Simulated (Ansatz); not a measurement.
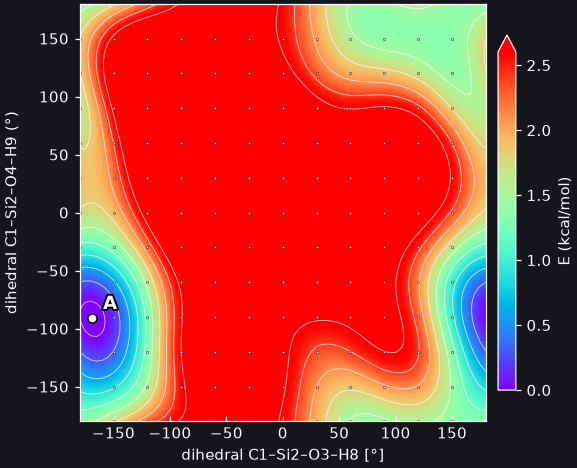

CH₅O₂Si, SMILES C[Si](O)O, spin multiplicity 2. 
- The first coordinate is: dihedral C1–Si2–O3–H8; the second: dihedral C1–Si2–O4–H9.
- Nothing is relaxed (all other coordinates rigid).
- The grid has 12 × 12 points.
- Points are written as (first, second).
- Energies are in kcal/mol, from the lowest grid point.
- Level of theory: UKS CAM-B3LYP-D4/def2-SVP in Ansatz 0.2.0.

In the figure: a smooth colour map with a few white contour lines, dots at the grid points, one colour for all values above the top of the scale, the well A. Between grid points the surface is interpolated.

> Where is the minimum, and how stiff is the well along each coordinate? Take the well at A.

The interpolated minimum is at dihedral C1–Si2–O3–H8 ≈ −169°, dihedral C1–Si2–O4–H9 ≈ −91°. The curvatures there are about 0.2 eV/rad² and 0.11 eV/rad², with a cross term of about 0.029 eV/rad². Round the minimum the valley is somewhat tilted: raising dihedral C1–Si2–O3–H8 shifts the best value of dihedral C1–Si2–O4–H9 downwards (coupling k₁₂/√(k₁₁k₂₂) about 0.2). (1 eV is 23.1 kcal/mol.)
